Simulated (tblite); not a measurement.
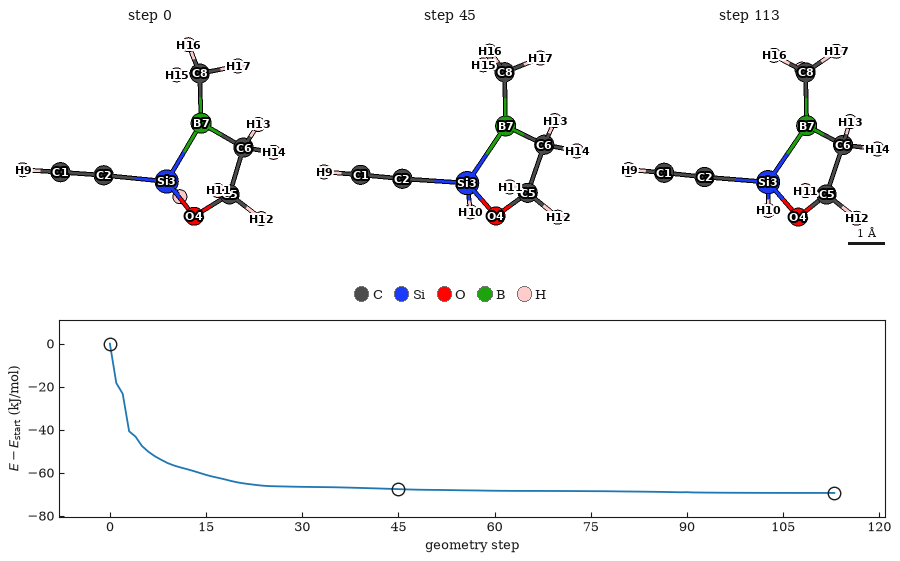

Frames of a relaxation of C5H9BOSi, marked on the history of the run. The picture is a ball-and-stick view, seen at a tilt.

Theory: tblite, GFN2-xTB geometry optimisation, gas phase. 

Describe the path.

Answer. The atom that moves furthest after the best rigid fit is H15 (0.76 Å). Largest moves by element: H 0.76 Å, O 0.36 Å, B 0.35 Å, C 0.32 Å, Si 0.24 Å. Among the contacts that change: C5–C6 1.456 → 1.541 Å, C2–Si3 1.790 → 1.868 Å, O4–C5 1.340 → 1.400 Å, C5–H11 1.132 → 1.098 Å. Bond angles that change, for instance: B7–Si3–H10 111.0° → 128.3°, B7–C8–H17 105.0° → 114.5°, O4–Si3–H10 110.1° → 101.9°. Groups turn about Si3–O4 by about 30°. After 113 geometry steps the energy has fallen by 69.4 kJ/mol. From step 0 to 45: H10 moves most (0.50 Å), energy −67.6 kJ/mol. From step 45 to 113: H16 moves most (0.64 Å), energy −1.77 kJ/mol.
